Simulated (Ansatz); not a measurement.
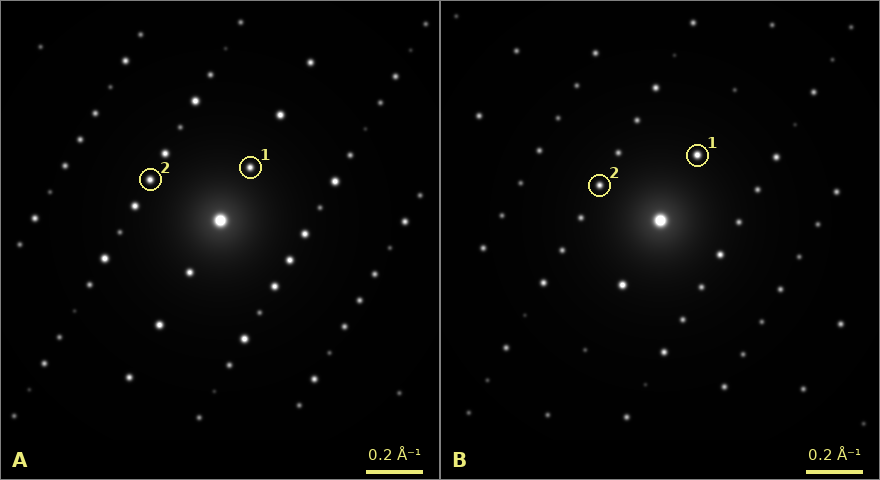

Kinematic electron diffraction patterns (300 kV, B = 0.5 Å², same scale) along [110] of the run's own cell, for the start and the end of one relaxation of CaCl with DFT PBE, scalar-relativistic, plane waves, PAW (Ansatz). k mesh 12×12×6. The start is a generated model structure, and the relaxation ends in the nearest stationary point of its symmetry, not necessarily the ground state. Spot 1 is 0 0 -2 and spot 2 is -1 1 0 in both.

Start structure:

```yaml
crystal:
  lattice:
    - [4.60887, 0.00000, 0.00000]
    - [-2.30444, 3.99140, 0.00000]
    - [0.00000, 0.00000, 7.40327]
  atoms:
    - { symbol: Ca, position: [0.33333, 0.66667, 0.99774] }
    - { symbol: Ca, position: [0.66667, 0.33333, 0.49774] }
    - { symbol: Cl, position: [0.33333, 0.66667, 0.38436] }
    - { symbol: Cl, position: [0.66667, 0.33333, 0.88436] }
```

Question: Which pattern belongs to the start structure, and which to the relaxed one?

Answer: B is the start: its cell gives d(1) = 3.702 Å, d(2) = 3.991 Å and an angle of 90.0°. A is the relaxed structure, with d(1) = 4.584 Å (+23.8 %), d(2) = 3.444 Å (-13.7 %) and 90.0°.

Question: Name reflections whose intensity changes strongly on relaxation.

Answer: 0 0 4 goes from 1.1 to 91 % of the strongest spot; 1 -1 4 goes from 0.22 to 15 % of the strongest spot; 1 -1 -5 goes from 16 to 0.26 % of the strongest spot.

Question: Summarise the relaxation behind the change.

Answer: The volume changed by -7.8 % to 31.38 Å³ an atom; with the mean shift removed, the atoms moved by up to 0.38 Å relative to the cell (Cl most); the space group stayed P6_3mc (No. 186); the free energy fell by 110 meV an atom. Relaxed cell: a = 3.976 Å, b = 3.976 Å, c = 9.168 Å, α = 90.00°, β = 90.00°, γ = 120.00°.
